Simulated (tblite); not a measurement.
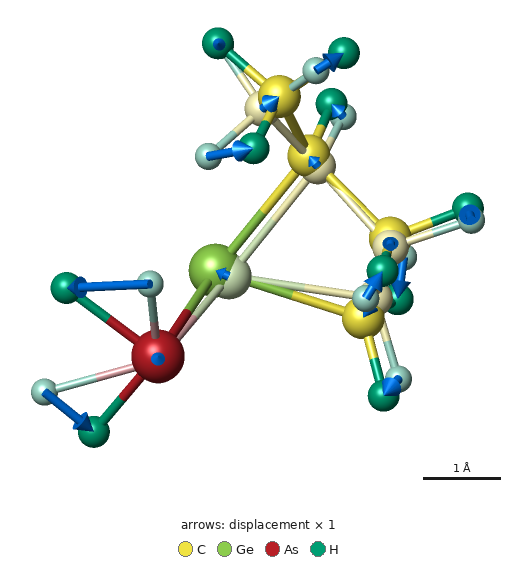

A relaxation of C4H10AsGe (multiplicity 2). The starting structure is drawn faded, the final one solid; blue arrows show the displacements, at their true length. The two geometries are superimposed by the best rigid fit.

The picture is a ball-and-stick view, seen at a tilt.

Theory: GFN2-xTB geometry optimisation, gas phase (tblite 0.8.0). 

Q: Which element moves most?

A: Hydrogen: up to 1.44 Å, against 0.34 Å for carbon.

Q: What happened in the run?

A: After 134 geometry steps the energy has fallen by 169.7 kJ/mol. The atom that moves furthest after the best rigid fit is an H atom (1.44 Å). By element the largest moves are H 1.44 Å, C 0.34 Å, Ge 0.19 Å, As 0.17 Å. Some distances before and after: C–C 2.087 → 2.402 Å, C–Ge 1.968 → 2.063 Å, C–Ge 1.949 → 2.042 Å, As–Ge 2.402 → 2.487 Å. Bond angles that change, for instance: Ge–As–H 110.2° → 92.4°, H–As–H 105.4° → 89.3°, Ge–As–H 108.3° → 93.0°. Groups turn about As–Ge by about 50°. Cost: 0.77 s on 1 thread of Arm Neoverse V2, on a shared host.
